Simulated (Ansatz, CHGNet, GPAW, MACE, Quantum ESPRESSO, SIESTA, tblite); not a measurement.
# Random packing of 64AlN-36Al2O3 (mol %) (86 atoms) in other programs, against a plane-wave reference

Aim: run random packing of 64AlN-36Al2O3 (mol %) (86 atoms) in several programs and set results and cost side by side. A plane-wave run serves as the reference.

Program: Quantum ESPRESSO 7.5. Level of theory: Kohn-Sham DFT, PBE, SSSP efficiency 1.3.0 pseudopotentials, plane waves. Results are calculated unless marked as measured.

### 1. Set-up

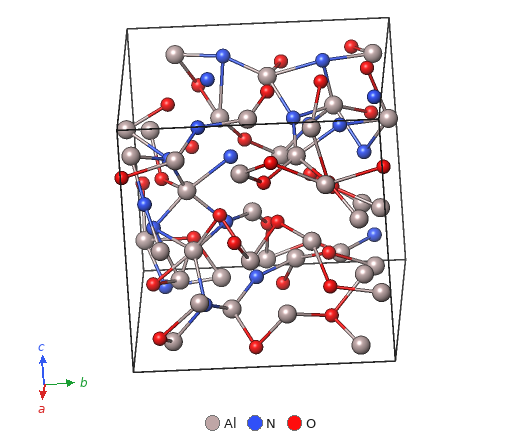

The cell as given, slightly off an axis (aluminium light grey, nitrogen blue, oxygen red). Bonds to atoms that aren't drawn are left out. Some periodic images of atoms are drawn too.

The cell holds 86 atoms: 38 Al, 18 N and 30 O. Cell: a = 9.738 Å, b = 9.738 Å, c = 9.738 Å, α = 90.0°, β = 90.0°, γ = 90.0°. 86 atoms (38 Al, 18 N, 30 O) packed at random in a cube at 3.16 g/cm³ and pushed apart as soft spheres, cations and anions kept from their own kind; a start for melting by ab initio MD, not an equilibrated structure. Then every atom was moved at random, 0.03 Å r.m.s. a Cartesian component.

### 2. The reference run

pw.in reads:

```
&control
  calculation = 'scf'
  pseudo_dir = './pseudo'
  outdir = './tmp'
  disk_io = 'none'
  tprnfor = .true.
  tstress = .true.
/
&system
  ibrav = 0
  nat = 86
  ntyp = 3
  ecutwfc = 60
  ecutrho = 480
  nosym = .true.
  occupations = 'smearing'
  smearing = 'fd'
  degauss = 0.003675
/
&electrons
  conv_thr = 4.3e-07
  electron_maxstep = 100
  mixing_beta = 0.4
  mixing_mode = 'plain'
  diagonalization = 'david'
/
ATOMIC_SPECIES
Al 26.982 Al.upf
N 14.007 N.upf
O 15.999 O.upf
CELL_PARAMETERS angstrom
9.73820 0.00000 0.00000
0.00000 9.73820 0.00000
0.00000 0.00000 9.73820
ATOMIC_POSITIONS crystal
Al 0.99042 0.26924 0.26938
Al 0.04580 0.55505 0.47139
Al 0.89497 0.45027 0.75529
Al 0.84845 0.88902 0.52915
Al 0.56824 0.64796 0.68329
Al 0.46912 0.21586 0.51804
Al 0.04941 0.47437 0.04809
Al 0.28755 0.86801 0.35938
Al 0.23218 0.34453 0.71381
Al 0.28135 0.44774 0.34138
Al 0.74982 0.69687 0.40443
Al 0.84914 0.59120 0.15046
[... 70 atom lines left out ...]
O 0.96645 0.10682 0.12000
O 0.75859 0.77596 0.64751
O 0.05060 0.21899 0.52318
O 0.48620 0.54872 0.91941
K_POINTS gamma
```

Started as:

```sh
> OMP_NUM_THREADS=1 mpirun -np 4 pw.x -in pw.in > output.txt
```

Log:

```text
Program PWSCF
     gamma-point specific algorithms are used
     one sub-group per band group will be used
     scalapack distributed-memory algorithm (size of sub-group:  2*  2 procs)
     Parallelization info
     sticks:   dense  smooth     PW     G-vecs:    dense   smooth      PW
     Min        3234    1620    403               276662    97880   12220
     Max        3236    1622    406               276668    97886   12223
     Sum       12941    6485   1617              1106661   391535   48885
     bravais-lattice index     =            0
     lattice parameter (alat)  =      18.4025  a.u.
     unit-cell volume          =    6232.0750 (a.u.)^3
     number of atoms/cell      =           86
     number of atomic types    =            3
[... lines left out ...]
     scf convergence threshold =      4.3E-07
[... lines left out ...]
     number of k points=     1  Fermi-Dirac smearing, width (Ry)=  0.0037
[... lines left out ...]
     total energy              =   -3101.87773370 Ry
[... lines left out ...]
     total energy              =   -3099.04795147 Ry
[... lines left out ...]
     total energy              =   -3107.91418080 Ry
[... lines left out ...]
     c_bands:  1 eigenvalues not converged
[... lines left out ...]
     total energy              =   -3112.21691909 Ry
[... lines left out ...]
     total energy              =   -3112.21691910 Ry
[... lines left out ...]
   -11.1753 -11.1469 -11.0981 -11.0364 -10.9278 -10.8623 -10.8491 -10.7939
   -10.5050 -10.4253 -10.3735 -10.0499  -9.9581  -9.9357  -9.8133  -9.7415
[...]
8.9751   9.1614   9.3263   9.4654   9.5065   9.6385   9.7017   9.8480
    10.0074  10.0803  10.1908  10.2698  10.4242  10.5485  10.6950  10.8001
    10.8679  11.0156  11.1055  11.2367  11.3393  11.3777
     the Fermi energy is     7.8407 ev
!    total energy              =   -3112.21691898 Ry
     estimated scf accuracy    <       0.00000024 Ry
     smearing contrib. (-TS)   =      -0.02150902 Ry
     internal energy E=F+TS    =   -3112.19540996 Ry
     The total energy is F=E-TS. E is the sum of the following terms:
     one-electron contribution =    -362.24964566 Ry
     hartree contribution      =     436.55600311 Ry
     xc contribution           =    -419.24386393 Ry
     ewald contribution        =   -1163.77554390 Ry
     one-center paw contrib.   =   -1603.48235957 Ry
     convergence has been achieved in  45 iterations
     Forces acting on atoms (cartesian axes, Ry/au):
     atom    1 type  1   force =     0.00518006    0.01230380   -0.00876578
     atom    2 type  1   force =     0.01254285   -0.03971642    0.06423580
     atom    3 type  1   force =    -0.00844586    0.07504174   -0.07442762
[...]
atom   85 type  3   force =    -0.05316434   -0.06137253   -0.04809553
     atom   86 type  3   force =     0.05522907   -0.00104214   -0.03754228
     Total force =     1.119761     Total SCF correction =     0.001268
     Computing stress (Cartesian axis) and pressure
          total   stress  (Ry/bohr**3)                   (kbar)     P=       49.31
   0.00021017  -0.00010882  -0.00008319           30.92      -16.01      -12.24
  -0.00010882   0.00056449  -0.00007497          -16.01       83.04      -11.03
  -0.00008319  -0.00007497   0.00023087          -12.24      -11.03       33.96
     Message from routine punch:
     Nothing written, as per user request (disk_io='none')
```

Elapsed: 6.1 min, on 4 MPI ranks of Arm Neoverse V2, shared host; peak memory 3.3 GiB.

Banners, paths, timers and routine set-up lines are dropped from the logs unmarked, and long logs keep their key lines alone; longer cuts are marked.

Numbers from this run:

```
r.m.s. force component : 1.792 eV/Å
longest force          : 6.267 eV/Å
pressure               : 4.931 GPa
```

### 3. Local order

Pair distribution functions g(r), in bins of 0.2 Å:

```
r (Å)  total  Al-Al  Al-O  Al-N   O-O   O-N   N-N
 1.70   0.07   0.00  0.21  0.00  0.00  0.00  0.00
 1.90   2.12   0.00  3.63  5.37  0.00  0.00  0.00
 2.10   0.65   0.00  1.18  1.32  0.34  0.00  0.00
 2.30   1.50   0.27  1.42  1.11  1.87  3.51  1.62
 2.50   1.51   3.13  0.93  0.61  1.58  1.50  1.90
 2.70   0.92   0.91  0.97  0.89  1.57  0.37  0.91
 2.90   0.97   1.34  0.93  0.52  0.59  1.22  1.61
 3.10   0.93   0.95  1.10  0.62  0.75  0.86  1.69
 3.30   0.92   1.26  0.65  1.03  1.04  0.75  1.04
 3.50   0.94   0.79  1.00  0.70  1.00  1.12  1.48
 3.70   0.94   0.90  0.94  0.86  0.84  1.25  0.65
 3.90   1.05   0.99  1.29  0.91  0.97  0.93  0.89
 4.10   1.04   0.91  1.19  1.08  1.17  0.73  1.10
 4.30   0.92   1.02  0.82  1.25  0.75  0.81  0.74
 4.50   0.94   0.88  0.89  1.06  0.88  0.95  1.25
 4.70   1.06   1.09  0.91  1.07  1.40  1.14  0.82
```

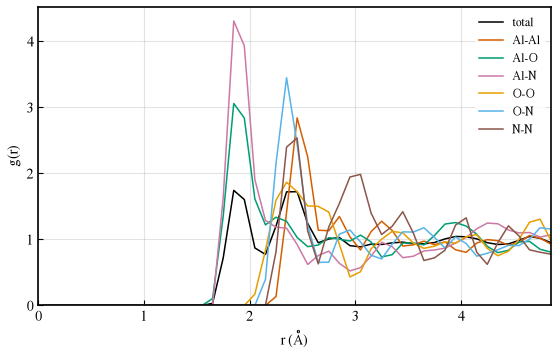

Pair distribution functions, lightly smoothed.

### 4. The other programs

The programs:
- CHGNet: machine-learned potential, published weights.
- GPAW 26.7.0: PAW with atomic orbitals (LCAO), plane waves or a real-space grid of spacing h.
- MACE: machine-learned potential, published weights.
- Quantum ESPRESSO 7.5: plane waves; labels (QE) give functional, pseudopotential set and cutoffs of waves/density.
- SIESTA 5.4.2: numerical atomic orbitals, whose automatically made sets are far from complete, with PseudoDojo norm-conserving potentials that we converted to its format (checked against plane waves on the same files for H, C, O, Si, Ge and Ca alone); labels give functional, basis size, energy shift and mesh cutoff.
- tblite 0.8.0: extended tight binding, driven from Python.

All use the same cell and atoms; the electronic-structure runs use the same k-mesh, and an electronic temperature of 580 K (0.05 eV) where levels are smeared.

Differences are against the plane-wave reference, forces as r.m.s. over components; share is that over the reference's r.m.s. force, slope the least-squares factor from reference forces to these. Total energies of different programs have different zeros and aren't compared.

```
                                                run  Δ force, r.m.s. (meV/Å)  share (%)  slope  Δ pressure (GPa)  cores  CPU time  memory (GiB)
                                          reference                        -          -      -                 -      4    25 min           3.3
                             CHGNet 0.3.0 potential                      505       28.2  0.982             -6.15      1     3.9 s           1.6
                       GPAW PBE, LCAO dzp, h 0.18 Å                      201       11.2  0.960                 -      1    12 min           1.9
 GPAW PBE, LCAO dzp, h 0.18 Å, other mixer settings                      201       11.2  0.960                 -      2    20 min           2.1
              GPAW PBE, LCAO dzp, h 0.22 Å (coarse)                      239       13.3  0.953                 -      1   6.5 min           1.0
          GPAW PBE, LCAO sz(dzp), h 0.18 Å (coarse)                      703       39.2  0.951                 -      1   2.7 min           1.4
                             GPAW PBE, grid h 0.2 Å                     85.8       4.79  0.998                 -      2   7.2 min           1.6
                        MACE MP-0b2 small potential                      416       23.2  0.946             -2.85      1     6.2 s          0.66
                        MACE MPA-0 medium potential                      343       19.1  0.953             0.615      1     7.5 s           1.2
  QE PBE, sssp-1.3.0-efficiency, 35/280 Ry (coarse)                     7.78      0.434  1.000             -7.94      2    14 min           1.5
        SIESTA PBE, DZP, shift 0.01 Ry, mesh 500 Ry                      135       7.51  0.980              1.68      2    28 min           3.2
SIESTA PBE, SZ, shift 0.01 Ry, mesh 500 Ry (coarse)                      793       44.3  1.015              18.9      1   5.7 min           1.3
SIESTA PBE, SZ, shift 0.02 Ry, mesh 500 Ry (coarse)                      768       42.8  1.043              12.9      1   3.9 min           1.1
                                    tblite GFN1-xTB                      945       52.7  0.626              20.7      1       8 s          0.13
```

Rows marked coarse were listed beforehand as settings not expected to be converged; some can still land near the reference.

Times of the machine-learned potentials are mostly Python's start and the loading of weights.

CPU time is summed over cores on a shared host, where runs went side by side, so it is rough. Symmetry, cutoffs, thresholds, outputs and thread counts weren't matched or tuned between programs; memory under MPI is the largest rank's times the ranks.

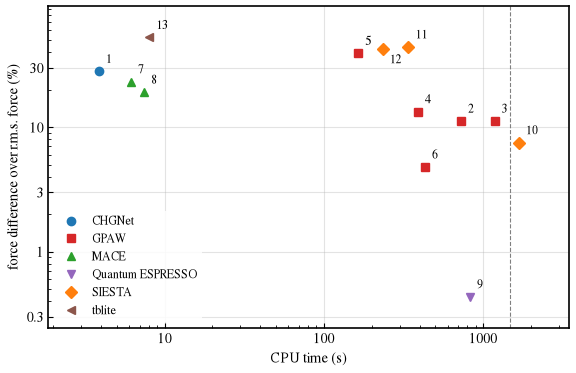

Force difference against CPU time; the dashed line marks the reference's time. Points: 1 CHGNet 0.3.0 potential; 2 GPAW PBE, LCAO dzp, h 0.18 Å; 3 GPAW PBE, LCAO dzp, h 0.18 Å, other mixer settings; 4 GPAW PBE, LCAO dzp, h 0.22 Å; 5 GPAW PBE, LCAO sz(dzp), h 0.18 Å; 6 GPAW PBE, grid h 0.2 Å; 7 MACE MP-0b2 small potential; 8 MACE MPA-0 medium potential; 9 QE PBE, sssp-1.3.0-efficiency, 35/280 Ry; 10 SIESTA PBE, DZP, shift 0.01 Ry, mesh 500 Ry; 11 SIESTA PBE, SZ, shift 0.01 Ry, mesh 500 Ry; 12 SIESTA PBE, SZ, shift 0.02 Ry, mesh 500 Ry; 13 tblite GFN1-xTB.

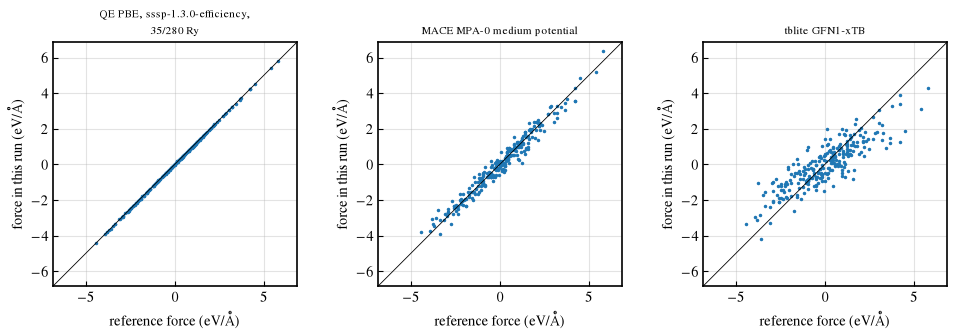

Force components against those of the reference; the line marks equality.

Within one program, basis, potentials and functional, energies share a zero. Each run against its twin at the usual cutoff or grid and solver:

```
                                               run                              twin  Δ energy (meV/atom)  Δ force, r.m.s. (meV/Å)         CPU time over the twin's
GPAW PBE, LCAO dzp, h 0.18 Å, other mixer settings                LCAO dzp, h 0.18 Å                    0                     3.90   1.6 (this twin ran on 1 cores)
                      GPAW PBE, LCAO dzp, h 0.22 Å                LCAO dzp, h 0.18 Å                  160                      121                             0.53
          QE PBE, sssp-1.3.0-efficiency, 35/280 Ry  sssp-1.3.0-efficiency, 60/480 Ry                 78.6                     7.78  0.56 (this twin ran on 4 cores)
```

### 5. What came out

| Item | Value |
| --- | --- |
| reference r.m.s. force component | 1.79 eV/Å |
| nearest in forces | QE PBE, sssp-1.3.0-efficiency, 35/280 Ry (coarse), 0.43 % |
| farthest in forces | tblite GFN1-xTB, 53 % |
| cheapest electronic-structure run beside the reference | tblite GFN1-xTB, 8 s of CPU time |

What this shows: PBE on plane waves or a grid with other potentials, cutoffs or grids, coarse settings apart, differs from the reference by 4.8 % (GPAW PBE, grid h 0.2 Å) of the r.m.s. force; this holds the reference's own error, so differences of a few per cent don't tell which side is nearer the exact PBE result. The PBE runs in local orbitals, coarse settings apart, differ by 7.5 % (SIESTA PBE, DZP, shift 0.01 Ry, mesh 500 Ry) to 11 % (GPAW PBE, LCAO dzp, h 0.18 Å); basis, grid and potentials can all enter. Tight binding differs by 53 % (tblite GFN1-xTB); it is another model, with fitted parameters of its own, and the xTB methods hold dispersion. Machine-learned potentials differ by 19 % (MACE MPA-0 medium potential) to 28 % (CHGNet 0.3.0 potential); they were trained on other programs' data. Runs with settings chosen to be coarse differ by 0.43 % (QE PBE, sssp-1.3.0-efficiency, 35/280 Ry) to 44 % (SIESTA PBE, SZ, shift 0.01 Ry, mesh 500 Ry), their programs' other errors included. Of the electronic-structure runs that take under half the reference's CPU time, GPAW PBE, grid h 0.2 Å comes nearest, at 4.8 % in 7.2 min against 25 min. In pressure, SIESTA PBE, SZ, shift 0.01 Ry, mesh 500 Ry misses by +18.9 GPa, at the same functional. In the reference: levels near the Fermi energy are neither full nor empty under the smearing, so no gap is quoted. Periodic xTB results under one method name differ between programs and library versions. The reference's pressure holds the uncorrected Pulay stress of its 60 Ry basis, so small pressure differences, and their order, may be the reference's own error. Machine-learned potentials mimic data converged in k, so the reference's own k-point error enters their differences. The reference's stress is far from hydrostatic: its diagonal is 3.1, 8.3, 3.4 GPa, compression counted positive. The reference's pressure of 4.9 GPa belongs to a cell and atoms that aren't relaxed at this level. The electronic-structure runs sample only Γ, in a cell whose shortest periodic width is 10 Å, which is coarse for a cell with partly filled levels.

[Also dropped from logs without a mark: logging warnings of Python, and SIESTA's first energy breakdown and zero terms.]

[Logs are printed without paths, hosts, clocks, repeated set-up lines and the standing remarks that a program may print on its own settings, such as how far it seeks lower states.]

[Hosts, paths, dates, database ids (printed as entryN), source tags and the programs' standing remarks are cut or masked in the printed files.]
